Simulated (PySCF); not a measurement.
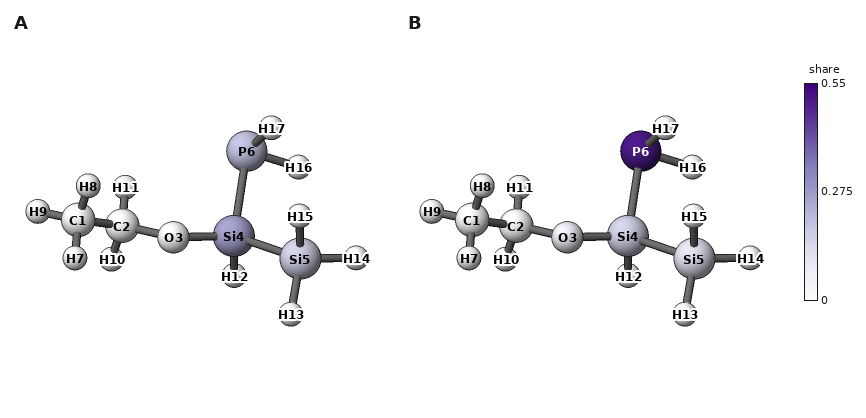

Each panel colours the atoms by their Löwdin share in one orbital (up to four of the largest shares; other atoms are shown as zero). Computed geometry: PBE0-D3(BJ)/def2-SVP optimisation. No frequency run is at hand to confirm it as a minimum. Computed with CAM-B3LYP/def2-SVPD (PySCF 2.14.0).

Question: The panels show the HOMO, LUMO, in some order. Which is which?

Answer: A: LUMO, 0.82 eV; Si4 0.26, P6 0.20, Si5 0.16, H12 0.07
B: HOMO, −8.39 eV; P6 0.50, Si4 0.16, Si5 0.11, O3 0.07
